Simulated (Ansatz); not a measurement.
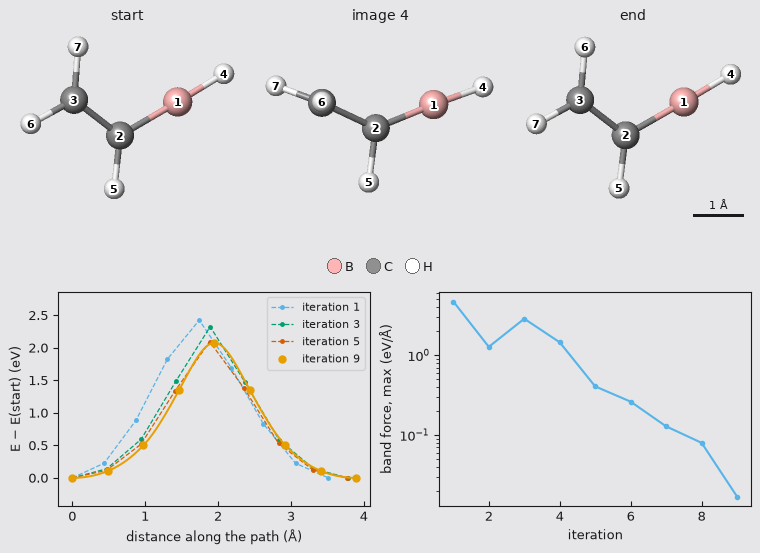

A search for the minimum-energy path of C2H4B (charge +1) by the nudged elastic band. Images are numbered from 0 (start) to 8 (end). The plot follows the band through its iterations. The picture is a ball-and-stick view, seen at a tilt.

The calculation used Ansatz 0.2.0, RHF/def2-SVP. Run with 7 movable images; climbing image; force threshold 0.05 eV/Å; iteration limit 60; starting path by image-dependent pair potential.

Judge this run.

The result is final at these settings. The band converged in 9 iterations. The largest component of the band force went from 4.7 to 0.017 eV/Å. The climbing image converged on the top of the path. Its vibrational analysis gives one imaginary mode (1470i cm⁻¹), as a transition state must have. The first iteration put the highest image at 2.42 eV. The two ends have the same energy, and the highest point, image 4, lies 2.08 eV above the start.

Limits of the set-up: Hartree-Fock leaves out electron correlation.
